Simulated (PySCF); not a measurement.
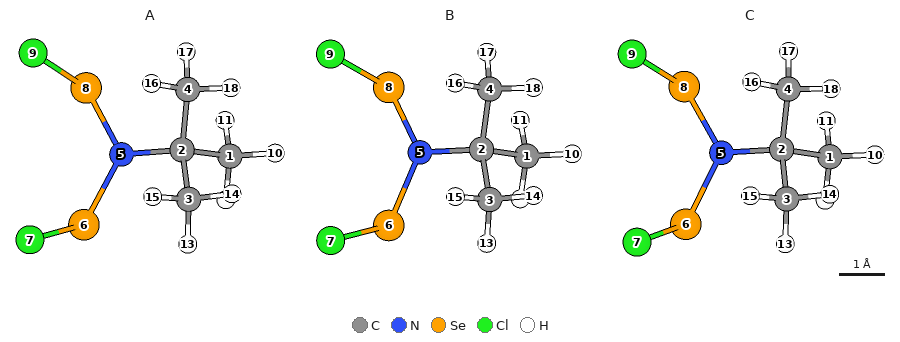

3 geometries from one relaxation of C₄H₉Cl₂NSe₂, in shuffled order. The picture is a ball-and-stick view, seen face on.

The start comes from GFN2-xTB.

Computed with PBE0-D3(BJ)/def2-SVP geometry optimisation, gas phase (PySCF). 

Q: Put them in the order of the run, from the start to the converged end.

A: B, A, C. They are steps 0, 3, 8, at +5.05 kcal/mol, +0.42 kcal/mol relative to the last. The atom that moves furthest after the best rigid fit is a Cl atom (0.26 Å). Largest moves by element: Cl 0.26 Å, N 0.22 Å, H 0.14 Å, Se 0.11 Å, C 0.08 Å. Among the contacts that change: Cl–Se 2.140 → 2.211 Å, C–N 1.474 → 1.510 Å, N–Se 1.841 → 1.809 Å, C–H 1.089 → 1.099 Å. Among the angles between lasting bonds that change: N–Se–Cl 98.9° → 103.4°, C–C–N 110.2° → 107.6°, C–N–Se 119.3° → 121.8°. The energy falls by 5.05 kcal/mol in 8 geometry steps.
